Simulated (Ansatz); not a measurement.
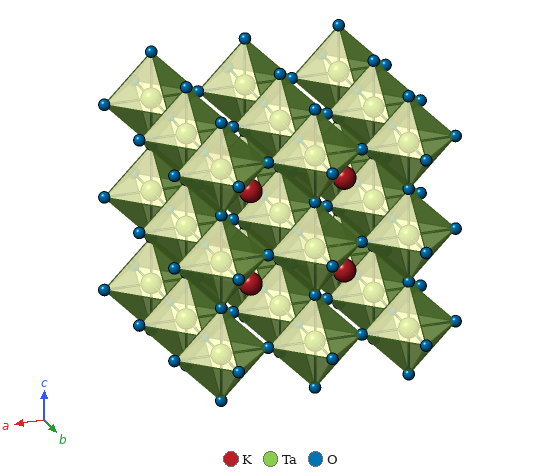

Polyhedra are drawn about Ta (bonds: O–Ta below 2.3 Å); other atoms are plain spheres.

The compound is KTaO3 (space group Pm-3m, No. 221), taken as the geometry relaxed with DFT PBE, scalar-relativistic, plane waves, PAW (Ansatz).

Sharing among the drawn polyhedra:

| site | polyhedron | corner-sharing neighbours | edge-sharing | face-sharing | bond (Å) |
| --- | --- | --- | --- | --- | --- |
| Ta | TaO6 octahedron | 6 | 0 | 0 | 2.01 |

They form a three-dimensional framework of corner-sharing octahedra.
